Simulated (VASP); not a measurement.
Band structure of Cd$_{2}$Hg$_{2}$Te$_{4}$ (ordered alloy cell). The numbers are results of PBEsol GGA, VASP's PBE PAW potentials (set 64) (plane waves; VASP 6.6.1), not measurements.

Unless said otherwise, spin-orbit coupling is left out, though it shifts the bands of the heavy elements here.

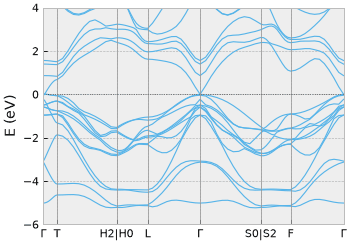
Bands along high-symmetry lines, zero at the valence-band maximum or, without a gap, the Fermi level

Problem. Read the plot: is there a gap, and where are the band edges?

Solution. It has no gap at this level: it comes out as a metal or semimetal. (Edges off the drawn lines would not show.)

The structure was generated: Cd2Hg2Te4 was put into an ordered model structure (R3m), which need not be its known phase. It was relaxed first.
